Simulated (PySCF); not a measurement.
# WOCl₂: structure of the triplet

The task is one start of a wider search on WOCl₂: the triplet, from a trigonal pyramidal start. It is relaxed, tested by its Hessian and followed downhill if it is a saddle.

Program: PySCF 2.14.0. Level of theory: PBE0, basis W def2-TZVP with ECP60, O def2-TZVP, Cl def2-TZVP, scalar-relativistic core potentials, no spin–orbit coupling, density fitting. These are calculated values, not measurements.

**1. Where the work starts**

4 atoms, charge 0, spin multiplicity 3.

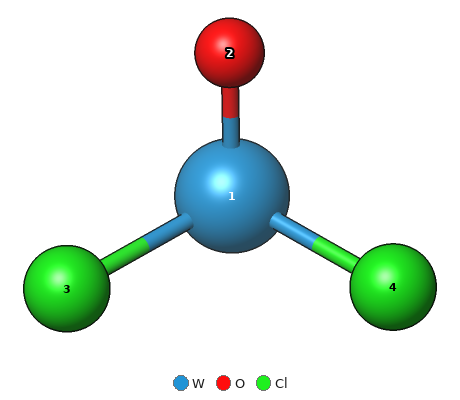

The starting geometry (tungsten blue, oxygen red, chlorine green); atoms are numbered from 1 in the order of the file.

Z-matrix (Å, degrees; charge 0 multiplicity 3):
```
W
O  1 1.7700
Cl 1 2.3601 2 99.75
Cl 1 2.3600 2 99.75 3 -101.77
```

**2. Finding the electronic state**

The steps below are one call of a driver around PySCF. For each, scf.py gives the equivalent set-up of the SCF; relaxations use the driver's own optimiser. After this first run the driver tries any further starts and a stability analysis.

Input file scf.py:

```python
from pyscf import gto, scf, dft
mol = gto.M(atom='''
W     -0.000000    -0.380280     0.000000
O      1.769970    -0.374150     0.000010
Cl    -0.404800     1.085790    -1.804620
Cl    -0.404790     1.085780     1.804610''',
    basis={'W': 'def2-TZVP', 'O': 'def2-TZVP', 'Cl': 'def2-TZVP'},
    ecp={'W': 'def2-TZVP'},
    charge=0, spin=2)
mf = dft.UKS(mol, xc='PBE0')
mf.grids.atom_grid = (50, 194)
aux = {'W': 'def2-universal-JKFIT', 'O': 'def2-universal-JKFIT', 'Cl': 'def2-universal-JKFIT'}
mf = mf.density_fit(auxbasis=aux)
mf.conv_tol = 1e-08
mf.diis_space = 10
mf.max_cycle = 60
mf.init_guess = 'minao'
mf.verbose = 4
mf.kernel()
```

Launch:

```
OMP_NUM_THREADS=4 python axn.py task.json out
```

The runs that follow: Relaxation: trigonal pyramidal start, triplet; Frequencies.

Before running it: what results should come out? Wanted: minimum; geometry; wavenumbers; dipole moment; highest occupied, lowest empty level; polar-tensor charge of W1; zero-point energy; atomisation energy; ⟨S²⟩.

The runs gave:

| quantity | value |
| --- | --- |
| minimum | triplet, C2v |
| geometry | W–Cl 2.273 Å (×2), W–O 1.677 Å; Cl–W–Cl 122.2°, Cl–W–O 118.9° (×2) |
| wavenumbers (cm⁻¹) | 101 (a1), 109 (b1), 189 (b2), 397 (a1), 413 (b2), 1065 (a1) |
| dipole moment | 0.68 D |
| highest occupied, lowest empty level (either spin) | -6.92, -3.40 eV |
| polar-tensor charge of W1 | +1.75 e |
| zero-point energy | 13.6 kJ/mol |
| entropy at 298.15 K | 344.5 J/(mol K) |
| atomisation energy (no zero-point energy) | 1582 kJ/mol |
| ⟨S²⟩ | 2.019 |

**Reading.** From Cs at the start the molecule goes to a C2v minimum. In the infrared the band at 1065 cm⁻¹ (a1, stretch) leads. Most of the spin sits on W1 (Mulliken spin 2.11, against 2 for the whole molecule). Other starts or spin states, not run here, may lie lower. One determinant may miss the lowest occupation of an open d or f shell. Spin–orbit coupling, left out here, can matter for elements this heavy.
